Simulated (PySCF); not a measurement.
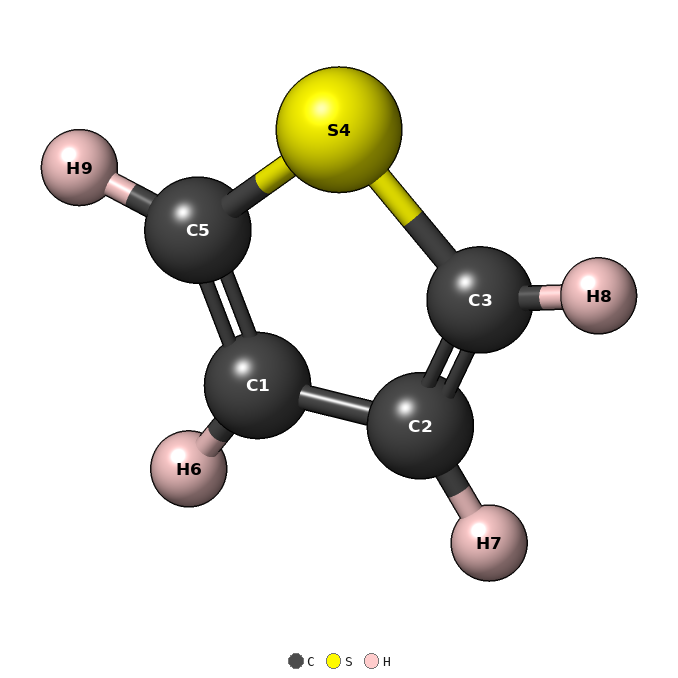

Atoms carry their numbers in the input. The computed structure is the end point of a GFN2-xTB optimisation. No frequency run is at hand to confirm it as a minimum.

Describe the coordination of atom 4.

S4 has 2 neighbours (C3 at 1.72, C5 at 1.72 Å); the arrangement is bent.

How are the neighbours of atom 3 arranged?

C3 has 3 neighbours (C2 at 1.36, S4 at 1.72, H8 at 1.07 Å); the arrangement is trigonal planar.

What is the geometry at C1?

C1 has 3 neighbours (C2 at 1.41, C5 at 1.36, H6 at 1.08 Å); the arrangement is trigonal planar.

What is the dihedral angle C2–C1–C5–S4?

0° in size, that is syn (eclipsed).
